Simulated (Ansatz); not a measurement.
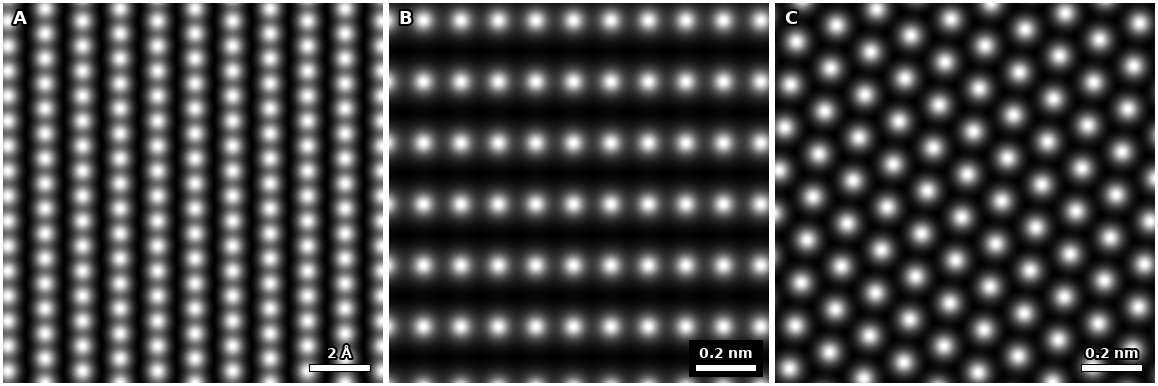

Three views of Cu (Fm-3m, No. 225) along different zone axes. Computed as the sum of neutral-atom potentials (tabulated electron scattering factors, B = 0.8 Å²) projected along the beam and smoothed by 0.25 Å; brighter is more positive. The display is stretched by a gamma of 0.7; percentages refer to the linear signal. Structure used: the input geometry of an electronic-structure calculation (not necessarily at equilibrium).

```xyz
4
Lattice="3.6286 0.0000 0.0000 0.0000 3.6286 0.0000 0.0000 0.0000 3.6286" Properties=species:S:1:pos:R:3 pbc="T T T"
Cu    0.0000    0.0000    0.0000
Cu    0.0000    1.8143    1.8143
Cu    1.8143    0.0000    1.8143
Cu    1.8143    1.8143    0.0000
```

Match the panels to the zone axes [111], [211] and [221].

Answer. A is [221]: projected cell 0.86 × 1.35 Å, 108°, plane group c2mm. B is [211]: projected cell 1.28 × 2.09 Å, 90°, plane group p2mm. C is [111]: projected cell 1.48 × 1.48 Å, 120°, plane group p6mm.
